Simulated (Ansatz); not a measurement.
# NiRh: where the electrons are

Aim: see in NiRh how the density differs from that of free atoms, which states sit where, how the density follows a moved atom and how expansion changes the bonding charge. The geometry is as listed and is not relaxed.

Method: DFT r2SCAN, scalar-relativistic, plane waves, PAW, in Ansatz 0.2.0.

### Step 1. The system as given

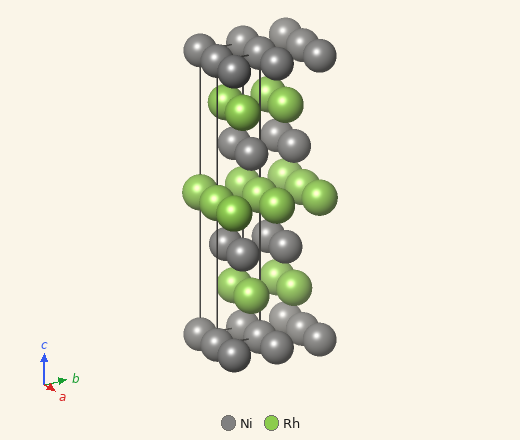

Start, viewed slightly off an axis; nickel grey, rhodium green. 2×2×1 cells are drawn. Atoms on the faces are drawn again on the opposite ones. The cell drawn here is the conventional one.

Coordinates:

```xyz
2
Lattice="-1.3141 2.2761 0.0000 -2.6283 0.0000 0.0000 -1.3141 0.7587 4.1117" Properties=species:S:1:pos:R:3 pbc="T T T"
Ni    0.0000    0.0000    0.0000
Rh   -2.6283    1.5174    2.0559
```

The structure comes from the Materials Project (structure only).

### Step 2. Self-consistent density

input.yaml reads:

```yaml
crystal:
  lattice:
    - [-1.31412834, 2.2761370526, 0.0]
    - [-2.62825668, 0.0, 0.0]
    - [-1.31412834, 0.7587123509, 4.1117064147]
  atoms:
    - { symbol: Ni, position: [0.0, 0.0, 0.0] }
    - { symbol: Rh, position: [0.5, 0.5, 0.5] }
basis:
  ecutwfc: 500
  fft_grid_basis: typed
kpoints:
  mp_grid: { grid: [15, 15, 16] }
hamiltonian:
  xc: r2scan
  pseudopotentials: { kind: paw }
scf:
  occupations: { method: gaussian, width: 0.05 }
output:
  forces: true
  stress: true
  eigenvalues: true
  bader: true
  write_density: true
  volumetric_format: npy
  elf: true
```

The run is started by

```
$ ansatz run input.yaml --threads 1 --pin off --max-ram 2560MiB --backend cpu --events-out ev --progress --plain --runs-dir out
```

What it wrote, cut to the lines that bear on the results:

```text
Warning: crystal.symmetry: narrowed to the stabiliser of the k-point mesh — unitary ops 12 → 4; excluded 8 operations that carry a point of the 15×15×16 mesh (shift [0, 0, 0]) off the mesh (the run samples exactly the mesh kpoints.mp_grid names, as under crystal.symmetry.detect: false, [...]
Warning: RAYON_NUM_THREADS=1 ignored (pool sized by the plan → 1); use --threads N
[...]
Pseudopotentials: kind: paw
Pseudopotential: Ni, paw, valence charge 18, recommended cutoff 500 eV (meta_gga), Ni.paw.azcp
Pseudopotential: Rh, paw, valence charge 17, recommended cutoff 500 eV (meta_gga), Rh.paw.azcp
Functional definition: r2SCAN
[...]
Crystal: 2 atoms, lattice volume = 24.597 Å³
Basis set: ecut = 500 eV, 639 PW (Γ), exchange–correlation on 80×80×128 points (64 copies of the dense FFT grid, shifted against one another)
Bands: 22, of which v1, the nominal top of the filled ones, is band 18 counted from 1 (17 counted from 0)
Symmetry: 4 space group operations
k-points: 968 of 3600
[...]
SCF iter   1: F=—  HF=-12260.311254 eV  |F-HF|=—  |Δ(HF+E_count)|=         —  Δρ=3.09e-2  dr2=1.76e-1  dr2_τ=4.32e-2  ethr=1.77e-3  ⟨swp⟩=5.4  Hψ=84109  notcnv=0
[...]
SCF iter  11: F=-12260.371052 eV  HF=-12260.371052 eV  |F-HF|=4.37e-8  |Δ(HF+E_count)|=   3.04e-8  Δρ=1.43e-5  dr2=4.97e-8  dr2_τ=8.47e-10  ethr=2.86e-10  ⟨swp⟩=5.2  Hψ=91563  notcnv=0
[...]
SCF converged after 11 iterations
Free energy (F): -12260.371052 eV
[...]
E sigma→0 (E₀):  -12260.369258 eV
Entropy (-TS):   -0.003588 eV (-1.794 meV/atom)
Fermi energy:    20.262565 eV
[...]
--- Forces (eV/Å), atoms counted from 1 ---
  atom   1  Ni     0.00000000     0.00000000     0.00000000
  atom   2  Rh     0.00000000     0.00000000     0.00000000
[...]
--- Stress (GPa, compression-positive) ---
       -0.672585       0.015083      -0.005321
        0.015083      -0.655169       0.003072
       -0.005323       0.003073      -0.678016
  P = ⅓ Tr σ = -0.6686 GPa (-6.686 kbar)
--- Band table (eV; the first three rows and the last of 968) ---
  k-point 0: bands = ["-86.4160", "-60.7419", "-45.4687", "-45.2229", "-45.2221", "-27.7795", "-27.4384", "-27.4383", "11.6119", "14.4630", "17.1339", "17.1340", "18.0612", "18.0613", "18.1811", "19.3124", "19.3126", "20.7200", "20.7202", "21.1264", "28.8394", "37.5416"]
[...]
--- Bader charges: 2 sites ---
  site symbol  charge [e]  shift [e]
     0     Ni      0.1675     0.0035
     1     Rh     -0.1675     0.0035
  estimated error of the sums over rays = 2.6e-4 e
```

Wall time 2.9 min (1 thread of Arm Neoverse N1, shared host); peak memory 0.78 GiB.

### Step 3. The fields of the base run

The maps below are laid out on this run's own conventional cell (a, b, c = 2.628, 2.628, 12.335 Å).

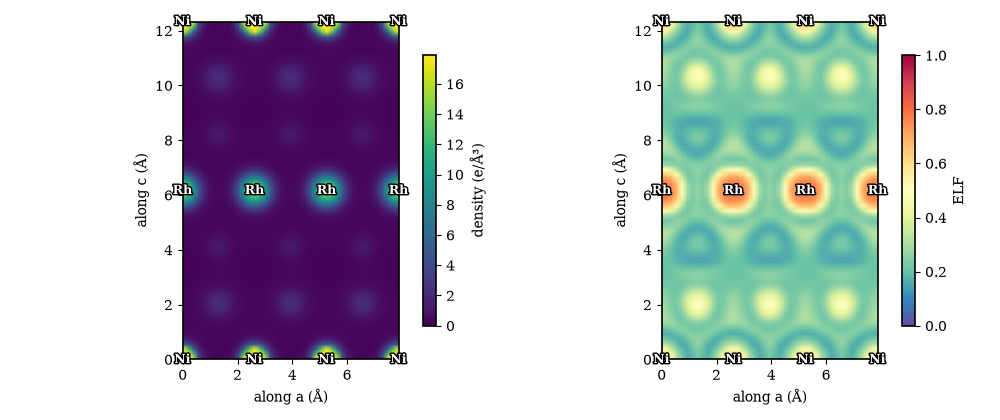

Density (left) and ELF (right) in a lattice plane of the grid's cell (edges 2.63 and 12.34 Å, at 0.000 of the third edge), which holds Ni and Rh. Only atoms in the plane are labelled; the density scale stops at 17.89 e/Å³. Both are smooth fields of the valence electrons: close to the nuclei they are not physical.

The reference for the deformation density is the superposition of neutral spherical atoms (taken from a run stopped after its first cycle, not shown).

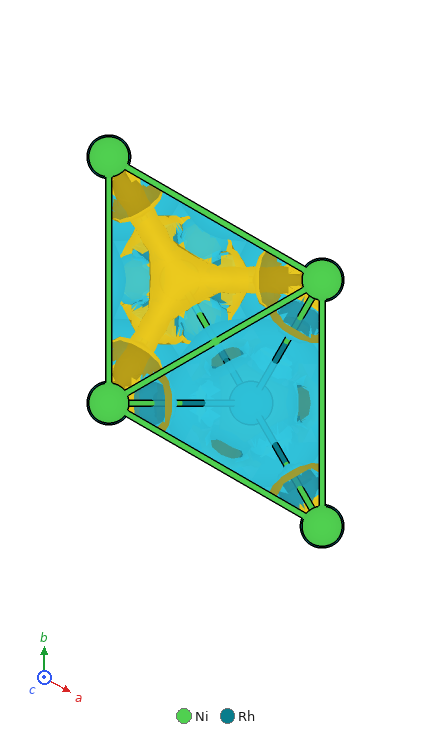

Density of the crystal less the sum of free-atom densities: yellow surfaces at +0.04 and cyan ones at −0.04 e/Å³, in the conventional cell seen along the c axis (the regions close to the nuclei are left out).

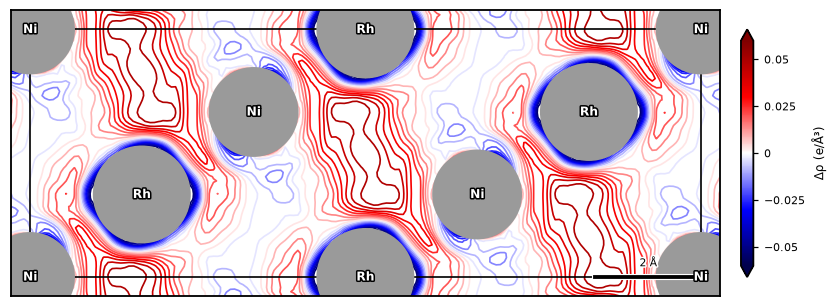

The same field as a map on the (110) plane of the conventional cell, with grey discs over the atomic cores.

*Describe the bonding charge.*

- Ni–Rh (2.56 Å): Δρ is +0.03 e/Å³ at the midpoint.
- Ni–Ni (2.63 Å): Δρ is about zero at the midpoint.
- Rh–Rh (2.63 Å): Δρ is +0.05 e/Å³ at the midpoint.
- Outside the cores the largest gain is 0.05 e/Å³, 1.3 Å from a Rh nucleus, and the largest loss 0.05 e/Å³, at the edge of the Rh core regions.
- The rearranged charge, half the integral of |Δρ|, is about 0.20 e an atom.
- Bader charges: Ni +0.17 and Rh −0.17 e.

### Step 4. Densities by energy window

The windows are set from the levels of the base run, in eV from its Fermi level.

input.yaml: that of step 2 with these lines changed.

```diff
@@ -18,9 +18,26 @@
   occupations: { method: gaussian, width: 0.05 }
+  n_extra_bands: 6
 output:
   forces: true
-  stress: true
+  stress: false
   eigenvalues: true
-  bader: true
-  write_density: true
+  bader: false
+  write_density: false
   volumetric_format: npy
-  elf: true
+  band_densities:
+    - { e_range: [-0.25, 0.25] }
+    - { e_range: [-1.2, 0.0] }
+    - { e_range: [0.0, 1.2] }
+    - { e_range: [-8.67, -5.77] }
+    - { e_range: [-5.77, -2.88] }
+  dos:
+    e_range: [-30, 8]
+    de: 0.02
+    method: { smearing: { sigma: 0.03, scheme: gaussian } }
+    projected: { site_lists: { Ni: [Ni], Rh: [Rh] } }
+checkpoint:
+  read: start.run
+  write: ck
+  compress: false
+  write_wavefunctions: false
+  write_every: 100000
```

The run is started by

```
$ ansatz run input.yaml --threads 1 --pin off --max-ram 2560MiB --backend cpu --events-out ev --progress --plain --runs-dir out
```

What it wrote, cut to the lines that bear on the results:

```text
Warning: crystal.symmetry: narrowed to the stabiliser of the k-point mesh — unitary ops 12 → 4; excluded 8 operations that carry a point of the 15×15×16 mesh (shift [0, 0, 0]) off the mesh (the run samples exactly the mesh kpoints.mp_grid names, as under crystal.symmetry.detect: false, [...]
Warning: RAYON_NUM_THREADS=1 ignored (pool sized by the plan → 1); use --threads N
scf.n_extra_bands = 6 over 18 filled bands (N_el = 35.0): the run solves 24 bands
[...]
[... 4 set-up lines as earlier in the session ...]
[...]
Crystal: 2 atoms, lattice volume = 24.597 Å³
Basis set: ecut = 500 eV, 639 PW (Γ), exchange–correlation on 80×80×128 points (64 copies of the dense FFT grid, shifted against one another)
Bands: 24, of which v1, the nominal top of the filled ones, is band 18 counted from 1 (17 counted from 0)
[... 1 set-up line as earlier in the session ...]
k-points: 968 of 3600
[...]
SCF iter   3: F=-12260.371052 eV  HF=-12260.371052 eV  |F-HF|=4.59e-9  |Δ(HF+E_count)|=   1.31e-7  Δρ=5.14e-6  dr2=6.06e-9  dr2_τ=1.23e-10  ethr=1.29e-10  ⟨swp⟩=2.7  Hψ=83982  notcnv=0
[...]
SCF converged after 3 iterations
Free energy (F): -12260.371052 eV
[...]
E sigma→0 (E₀):  -12260.369258 eV
Entropy (-TS):   -0.003588 eV (-1.794 meV/atom)
Fermi energy:    20.262553 eV
[...]
--- Forces (eV/Å), atoms counted from 1 ---
  atom   1  Ni     0.00000000     0.00000000     0.00000000
  atom   2  Rh     0.00000000     0.00000000     0.00000000
[...]
--- Band table (eV; the first three rows and the last of 968) ---
[... band rows left out ...]
[...]
--- Band densities, each state counted as filled ---
  window                                       electrons  max residual (eV)  cut levels
  e_range: [-0.25, 0.25]                        1.796667             1.3e-4           0
  e_range: [-1.2, 0]                            4.628889             3.9e-6           0
  e_range: [0, 1.2]                             2.298333             1.3e-4           0
  e_range: [-8.67, -5.77]                       0.963333             2.3e-6           0
  e_range: [-5.77, -2.88]                       6.763889             2.4e-6           0
```

Run time: 2 min. Hardware: 1 thread of Arm Neoverse N1, shared host; peak memory 0.82 GiB.

| window (eV from the Fermi level) | what it holds | electrons a cell | main Löwdin character |
| --- | --- | --- | --- |
| −8.7 to −5.8 eV | the lower third of the occupied valence band | 0.96 | Rh 4d (35 %), Ni 4s (30 %) and Rh 5s (25 %) |
| −5.8 to −2.9 eV | the middle third of the occupied valence band | 6.76 | Rh 4d (65 %) and Ni 3d (25 %) |
| −1.2 to 0.0 eV | the filled states just under the Fermi level | 4.63 | Ni 3d (65 %) and Rh 4d (35 %) |
| −0.25 to +0.25 eV | the states at the Fermi level | 1.80 | Ni 3d (55 %) and Rh 4d (45 %) |
| 0.0 to +1.2 eV | the empty states just over the Fermi level | 2.30 | Rh 4d (55 %) and Ni 3d (40 %) |

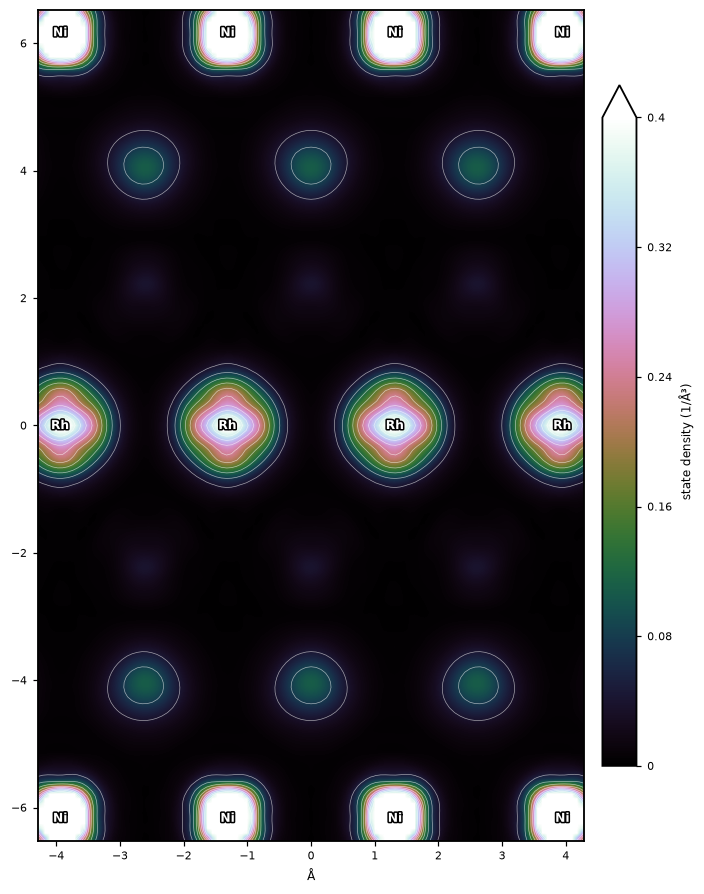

Density of the Kohn–Sham states from 0.0 to +1.2 eV about the Fermi level (the empty states just over the Fermi level), scaled to one electron a cell: a map on the (010) plane of the conventional cell.

*What is the character of these states?*

Projected on a minimal set of atomic orbitals (Löwdin), they are Rh 4d (55 %) and Ni 3d (40 %).
In space (atomic cells sized by Bader volumes) the density divides as Rh about 55 % and Ni about 45 %.
It nearly vanishes midway along Ni–Rh contacts.
It nearly vanishes midway along Ni–Ni contacts.

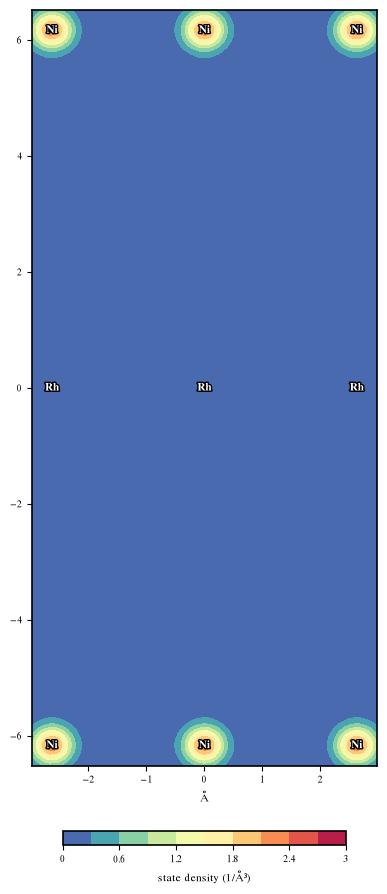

Density of the Kohn–Sham states from −1.2 to 0.0 eV about the Fermi level (the filled states just under the Fermi level), scaled to one electron a cell: a map on the (100) plane of the conventional cell.

*Which atoms and orbitals make up these states?*

Löwdin projections on the PAW files' atomic orbitals give Ni 3d (65 %) and Rh 4d (35 %).
In space (atomic cells sized by Bader volumes) the density divides as Ni about 65 % and Rh about 35 %.
It nearly vanishes midway along Ni–Rh contacts.
It nearly vanishes midway along Ni–Ni contacts.
The states are tightly held on the atoms.

### Step 5. Moving Rh2 by 0.10 Å

The shift is (0.000, 0.100, 0.000) Å; all periodic copies of the atom move with it.

input.yaml: that of step 2 with these lines changed.

```diff
@@ -7,3 +7,3 @@
     - { symbol: Ni, position: [0.0, 0.0, 0.0] }
-    - { symbol: Rh, position: [0.5, 0.5, 0.5] }
+    - { symbol: Rh, position: [0.5439340856, 0.4780329572, 0.5] }
 basis:
@@ -25,2 +25 @@
   volumetric_format: npy
-  elf: true
```

The run is started by

```
$ ansatz run input.yaml --threads 1 --pin off --max-ram 2560MiB --backend cpu --events-out ev --progress --plain --runs-dir out
```

What it wrote, cut to the lines that bear on the results:

```text
Warning: crystal.symmetry: narrowed to the stabiliser of the k-point mesh — unitary ops 2 → 1; excluded 1 operation that carries a point of the 15×15×16 mesh (shift [0, 0, 0]) off the mesh (the run samples exactly the mesh kpoints.mp_grid names, as under crystal.symmetry.detect: false, [...]
Warning: RAYON_NUM_THREADS=1 ignored (pool sized by the plan → 1); use --threads N
[...]
[... 4 set-up lines as earlier in the session ...]
[...]
Crystal: 2 atoms, lattice volume = 24.597 Å³
Basis set: ecut = 500 eV, 639 PW (Γ), exchange–correlation on 80×80×128 points (64 copies of the dense FFT grid, shifted against one another)
Bands: 22, of which v1, the nominal top of the filled ones, is band 18 counted from 1 (17 counted from 0)
Symmetry: 1 space group operations
k-points: 1801 of 3600 (time reversal used)
[...]
SCF iter   1: F=—  HF=-12260.293681 eV  |F-HF|=—  |Δ(HF+E_count)|=         —  Δρ=3.14e-2  dr2=1.84e-1  dr2_τ=4.34e-2  ethr=1.77e-3  ⟨swp⟩=5.4  Hψ=156244  notcnv=0
[...]
SCF iter  11: F=-12260.353175 eV  HF=-12260.353175 eV  |F-HF|=3.68e-8  |Δ(HF+E_count)|=   3.99e-8  Δρ=1.32e-5  dr2=4.12e-8  dr2_τ=7.07e-10  ethr=2.86e-10  ⟨swp⟩=4.9  Hψ=171066  notcnv=0
[...]
SCF converged after 11 iterations
Free energy (F): -12260.353175 eV
[...]
E sigma→0 (E₀):  -12260.351375 eV
Entropy (-TS):   -0.003599 eV (-1.799 meV/atom)
Fermi energy:    20.268237 eV
[...]
--- Forces (eV/Å), atoms counted from 1 ---
  atom   1  Ni     0.00054547     0.35587922     0.00280684
  atom   2  Rh    -0.00054562    -0.35588558    -0.00275285
[...]
--- Stress (GPa, compression-positive) ---
       -0.564866       0.008941      -0.005447
        0.008941      -0.429049       0.457445
       -0.005449       0.457446      -0.048794
  P = ⅓ Tr σ = -0.3476 GPa (-3.476 kbar)
--- Band table (eV; the first three rows and the last of 1801) ---
[... band rows left out ...]
[...]
--- Bader charges: 2 sites ---
  site symbol  charge [e]  shift [e]
     0     Ni      0.1670     0.0034
     1     Rh     -0.1670     0.0034
  estimated error of the sums over rays = 3.9e-4 e
```

Wall time 7.4 min (1 thread of Arm Neoverse N1, shared host); peak memory 1.4 GiB.

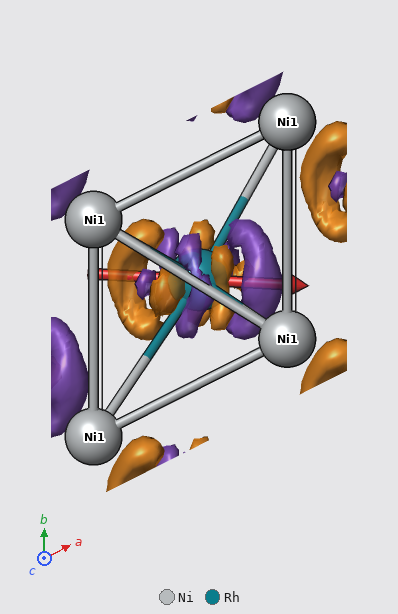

Rh2 was moved by 0.10 Å along [2 −1 0] (arrow, not to scale). Change of the density less the rigid motion of the neutral atom's own density: orange surfaces at +0.03 and purple ones at −0.03 e/Å³, in the cell of the calculation (origin moved) seen along the c axis.

*Describe the electronic response.*

About 0.08 e is rearranged in the cell. The largest gain outside the cores, 0.05 e/Å³, lies at the edge of the Rh core regions, and the largest loss, 0.04 e/Å³, at the edge of the Rh core regions.

*How strongly is the atom pulled back?*

The force on it changes by 0.36 eV/Å along the move, against it: a stiffness of about 3.6 eV/Å² for this sublattice shift.

### Step 6. The cell at 120 % of its volume

Fractional coordinates and the k mesh are kept.

input.yaml: that of step 2 with these lines changed.

```diff
@@ -2,5 +2,5 @@
   lattice:
-    - [-1.31412834, 2.2761370526, 0.0]
-    - [-2.62825668, 0.0, 0.0]
-    - [-1.31412834, 0.7587123509, 4.1117064147]
+    - [-1.3964697415, 2.4187565436, 0.0]
+    - [-2.792939483, 0.0, 0.0]
+    - [-1.3964697415, 0.8062521812, 4.3693400555]
   atoms:
```

The run is started by

```
$ ansatz run input.yaml --threads 1 --pin off --max-ram 2560MiB --backend cpu --events-out ev --progress --plain --runs-dir out
```

What it wrote, cut to the lines that bear on the results:

```text
Warning: crystal.symmetry: narrowed to the stabiliser of the k-point mesh — unitary ops 12 → 4; excluded 8 operations that carry a point of the 15×15×16 mesh (shift [0, 0, 0]) off the mesh (the run samples exactly the mesh kpoints.mp_grid names, as under crystal.symmetry.detect: false, [...]
Warning: RAYON_NUM_THREADS=1 ignored (pool sized by the plan → 1); use --threads N
[...]
[... 4 set-up lines as earlier in the session ...]
[...]
Crystal: 2 atoms, lattice volume = 29.517 Å³
Basis set: ecut = 500 eV, 735 PW (Γ), exchange–correlation on 96×96×144 points (64 copies of the dense FFT grid, shifted against one another)
Bands: 22, of which v1, the nominal top of the filled ones, is band 18 counted from 1 (17 counted from 0)
[... 1 set-up line as earlier in the session ...]
k-points: 968 of 3600
[...]
SCF iter   1: F=—  HF=-12259.781702 eV  |F-HF|=—  |Δ(HF+E_count)|=         —  Δρ=3.34e-2  dr2=2.62e-1  dr2_τ=3.66e-2  ethr=1.77e-3  ⟨swp⟩=5.6  Hψ=83370  notcnv=0
[...]
SCF iter  11: F=-12259.824428 eV  HF=-12259.824428 eV  |F-HF|=3.06e-9  |Δ(HF+E_count)|=   8.25e-8  Δρ=9.80e-6  dr2=1.54e-8  dr2_τ=4.83e-10  ethr=2.86e-10  ⟨swp⟩=5.0  Hψ=91303  notcnv=0
[...]
SCF converged after 11 iterations
Free energy (F): -12259.824428 eV
[...]
E sigma→0 (E₀):  -12259.822088 eV
Entropy (-TS):   -0.004681 eV (-2.340 meV/atom)
Fermi energy:    15.926912 eV
[...]
--- Forces (eV/Å), atoms counted from 1 ---
  atom   1  Ni    -0.00000000     0.00000000     0.00000000
  atom   2  Rh     0.00000000     0.00000000     0.00000000
[...]
--- Stress (GPa, compression-positive) ---
      -28.977331      -0.001451       0.001611
       -0.001451     -28.979006      -0.000930
        0.001612      -0.000930     -29.297357
  P = ⅓ Tr σ = -29.0846 GPa (-290.846 kbar)
--- Band table (eV; the first three rows and the last of 968) ---
[... band rows left out ...]
[...]
--- Bader charges: 2 sites ---
  site symbol  charge [e]  shift [e]
     0     Ni      0.1782     0.0015
     1     Rh     -0.1782     0.0015
  estimated error of the sums over rays = 2.0e-4 e
```

It took 3.2 min on 1 thread of Arm Neoverse N1, shared host; peak memory 0.89 GiB.

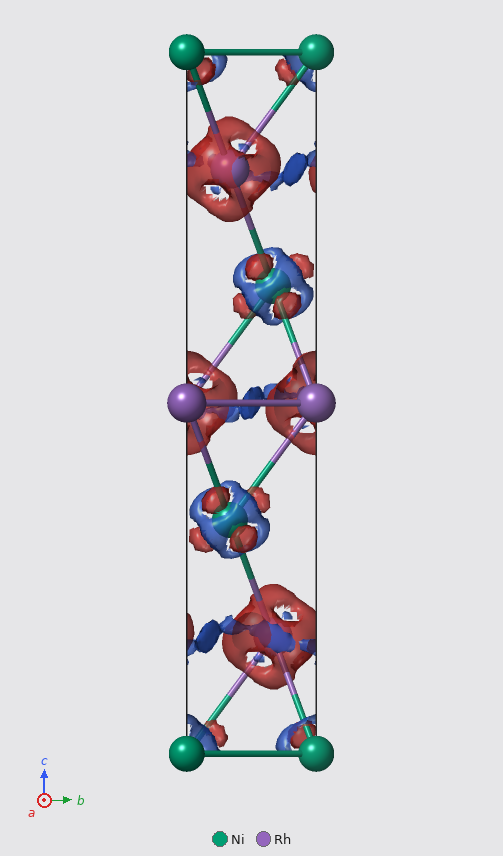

Bonding charge density, ρ(crystal) − Σ ρ(neutral atoms): blue surfaces at +0.04 and red ones at −0.04 e/Å³, in the conventional cell seen along the a axis (the regions close to the nuclei are left out).

*Read the map: where is density gained and where lost?*

- Ni–Rh (2.72 Å): Δρ is +0.03 e/Å³ at the midpoint.
- Ni–Ni (2.79 Å): Δρ is −0.009 e/Å³ at the midpoint.
- Rh–Rh (2.79 Å): Δρ is +0.04 e/Å³ at the midpoint.
- Outside the cores the largest gain is 0.04 e/Å³, 1.4 Å from a Rh nucleus, and the largest loss 0.06 e/Å³, at the edge of the Rh core regions.
- In all about 0.21 e an atom is rearranged against the free atoms.
- Bader charges: Ni +0.18 and Rh −0.18 e.

### Step 7. Results

```
                          quantity                                                    value
                   gap on the mesh                                             none (metal)
                          pressure                                                 -0.7 GPa
                     Bader charges                                     Ni +0.17, Rh -0.17 e
     the states at the Fermi level                            Ni 3d (55 %) and Rh 4d (45 %)
stiffness against the shift of Rh2                                                3.6 eV/Å²
                   at 120 % volume  -29.1 GPa, gap none (metal), Bader Ni +0.18, Rh -0.18 e
```

Ni–Rh goes from 2.56 to 2.72 Å with the volume, and the deformation density at its midpoint stays at +0.03 e/Å³. The final runs have no spin polarisation, so no magnetic state was tried and one may lie lower.
